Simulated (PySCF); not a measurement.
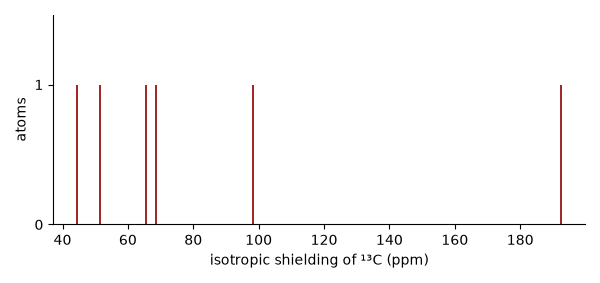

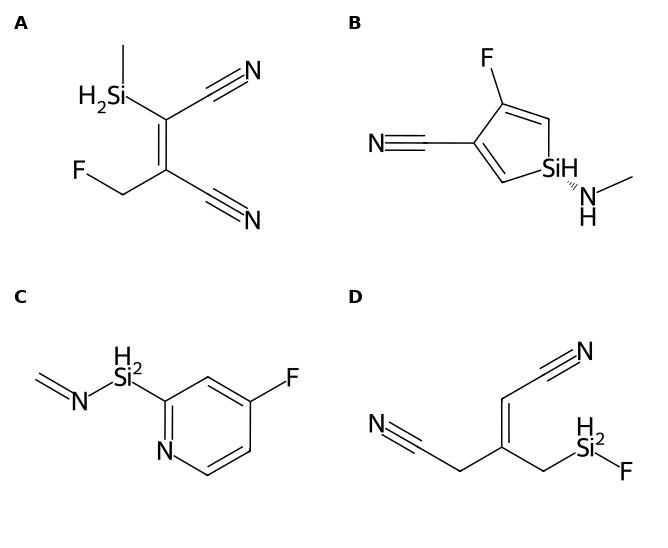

The sticks are computed shieldings of one of the molecules, for one fixed geometry (GFN2-xTB) without averaging over rotations. Low shielding means a high chemical shift. Method: GIAO PBE0/pcSseg-1 NMR shielding, non-relativistic, gas phase (PySCF 2.14.0).

> Match the spectrum to a structure.

A, `C[SiH2]/C(C#N)=C(/C#N)CF`. Its 6 C atoms give lines at 44.5, 51.6, 65.6, 68.6, 98.3, 192.5 ppm.

The geometry is semi-empirical. Around Si such bond lengths and angles can be off by a tenth of an ångström or more and by several degrees, and values that hang on the shape move with them.
